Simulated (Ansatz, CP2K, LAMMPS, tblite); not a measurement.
# Which run comes nearest? K+ BF4- in ethyl methyl carbonate at 400 K (186 atoms)

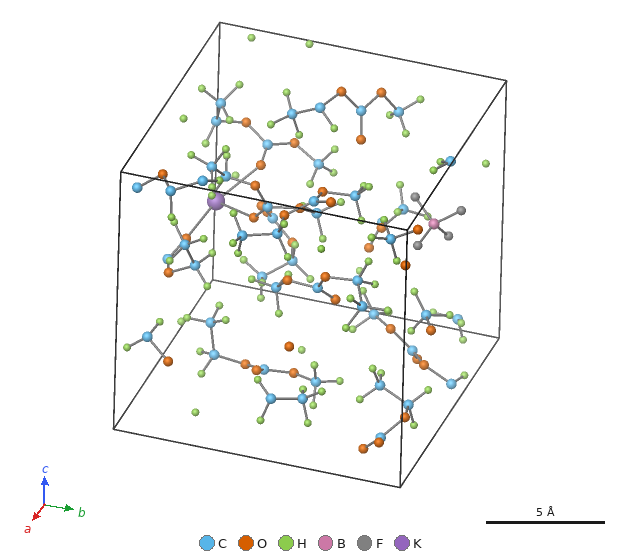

The cell (carbon blue, oxygen orange, hydrogen green, boron pink, fluorine grey, potassium purple). Bonds to atoms that aren't drawn are left out. Some periodic images of atoms are drawn too.

Density of this cell: 1.06 g/cm³. The cell holds 186 atoms: 48 C, 36 O, 96 H, 1 B, 4 F and 1 K. Its edges and angles: a = 12.919 Å, b = 12.919 Å, c = 12.919 Å, α = 90.0°, β = 90.0°, γ = 90.0°. 12 ethyl methyl carbonate, 1 K+, 1 BF4- placed at random, at 1.06 g/cm³; overlaps pushed apart, then 10 ps at 550 K with stiff harmonic cages for PF6 and BF4 with UFF radii; Joung-Cheatham ions (J. Phys. Chem. B 112, 9020 (2008)); MMFF94 bonds, angles, torsions, charges and radii (Halgren, J. Comput. Chem. 17, 490 (1996)) in harmonic and 12-6 forms; charges of ions scaled by 0.8. Snapshot after 30 ps at 400 K and fixed volume.

Geometry: as built.

The reference, a calculation:

| Property | Result |
| --- | --- |
| method | Kohn-Sham DFT, PBE, PAW, plane waves (Ansatz 0.2.0); cutoff 420 eV, Γ point, fermi-dirac smearing of 0.05 eV; PAW set soft_2 |
| r.m.s. force component | 0.9912 eV/Å |
| longest force | 4.234 eV/Å |
| pressure | 0.677 GPa |
| gap (highest filled to lowest empty level) | 5.003 eV |
| SCF cycles | 11 |
| time | 44 s on 4 threads of Arm Neoverse V1, shared host |
| CPU time | 2.8 min |

Q: Estimate the differences from the reference, the CPU time and the memory of each run.
- CP2K PBE, DZVP-MOLOPT-SR, 600/50 Ry, diagonalisation (CP2K 2026.2; 2 threads)
- CP2K GFN1-xTB, diagonalisation (CP2K 2026.2; 2 threads)
- tblite GFN1-xTB (tblite 0.8.0; 1 thread)
- CP2K PBE, DZVP-MOLOPT-SR, 210/50 Ry, diagonalisation (CP2K 2026.2; 2 threads)
- CP2K PBE, SZV-MOLOPT-SR, 600/50 Ry, diagonalisation (CP2K 2026.2; 2 threads)
- CP2K RPBE, PBE potentials, DZVP-MOLOPT-SR, 600/50 Ry, diagonalisation (CP2K 2026.2; 2 threads)

Differences are against the plane-wave reference, forces as r.m.s. over components; share is that over the reference's r.m.s. force, slope the least-squares factor from reference forces to these. Total energies of different programs have different zeros and aren't compared.

| run | Δ force, r.m.s. (meV/Å) | share (%) | slope | Δ pressure (GPa) | Δ gap (eV) | cores | CPU time | memory (GiB) |
| --- | --- | --- | --- | --- | --- | --- | --- | --- |
| reference | - | - | - | - | - | 4 | 2.8 min | 3.0 |
| CP2K PBE, DZVP-MOLOPT-SR, 600/50 Ry, diagonalisation | 124 | 12.5 | 1.026 | 0.644 | 0.0049 | 2 | 11 min | 5.1 |
| CP2K GFN1-xTB, diagonalisation | 344 | 34.7 | 0.983 | -2.75 | - | 2 | 13 s | 0.28 |
| tblite GFN1-xTB | 344 | 34.7 | 0.981 | -2.73 | - | 1 | 7 s | 0.19 |
| CP2K PBE, DZVP-MOLOPT-SR, 210/50 Ry, diagonalisation (coarse) | 164 | 16.6 | 1.029 | 0.675 | 0.0067 | 2 | 8.8 min | 1.6 |
| CP2K PBE, SZV-MOLOPT-SR, 600/50 Ry, diagonalisation (coarse) | 1854 | 187 | 1.016 | 10.8 | -0.848 | 2 | 6.5 min | 4.9 |
| CP2K RPBE, PBE potentials, DZVP-MOLOPT-SR, 600/50 Ry, diagonalisation | 171 | 17.3 | 1.034 | 1.38 | 0.0032 | 2 | 11 min | 5.1 |

Rows marked coarse were listed beforehand as settings not expected to be converged; some can still land near the reference.

CPU time is summed over cores on a shared host, where runs went side by side, so it is rough. Symmetry, cutoffs, thresholds, outputs and thread counts weren't matched or tuned between programs; memory under MPI is the largest rank's times the ranks.

The PBE run in local orbitals, coarse settings apart, differs by 13 % (CP2K PBE, DZVP-MOLOPT-SR, 600/50 Ry, diagonalisation); basis, grid and potentials can all enter. Tight binding differs by 35 % in each run; it is another model, with fitted parameters of its own, and the xTB methods hold dispersion. Rows with another functional or a dispersion term differ by 17 % (CP2K RPBE, PBE potentials, DZVP-MOLOPT-SR, 600/50 Ry, diagonalisation), which mixes the change of model with differences of basis and potentials, some of them made for another functional. Runs with settings chosen to be coarse differ by 17 % (CP2K PBE, DZVP-MOLOPT-SR, 210/50 Ry, diagonalisation) to 187 % (CP2K PBE, SZV-MOLOPT-SR, 600/50 Ry, diagonalisation), their programs' other errors included. Periodic xTB results under one method name differ between programs and library versions. The network of contacts between molecules at the start is that of the classical potential that made the cell, and needn't be the one that DFT or experiment would give. The electronic-structure runs sample only Γ, in a cell whose shortest periodic width is 13 Å.

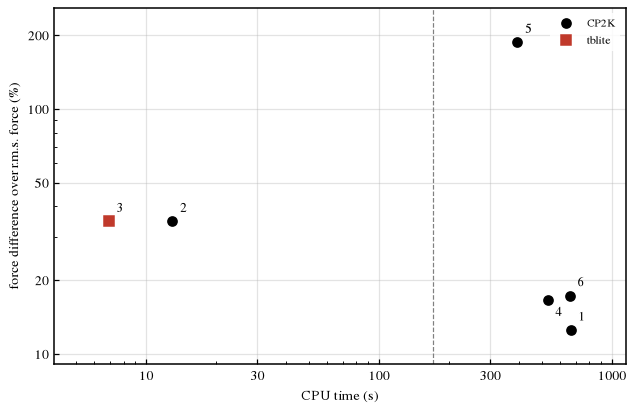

Force difference against CPU time; the dashed line marks the reference's time. Points: 1 CP2K PBE, DZVP-MOLOPT-SR, 600/50 Ry, diagonalisation; 2 CP2K GFN1-xTB, diagonalisation; 3 tblite GFN1-xTB; 4 CP2K PBE, DZVP-MOLOPT-SR, 210/50 Ry, diagonalisation; 5 CP2K PBE, SZV-MOLOPT-SR, 600/50 Ry, diagonalisation; 6 CP2K RPBE, PBE potentials, DZVP-MOLOPT-SR, 600/50 Ry, diagonalisation.

[Hosts, paths, dates, database ids (printed as entryN), source tags and the programs' standing remarks are cut or masked in the printed files.]

[The MMFF94 radii named for the starting cell were scaled by 0.96; in molecules described by MMFF94, hydrogen bound to N, O or S took a small fixed 12-6 site in their place.]
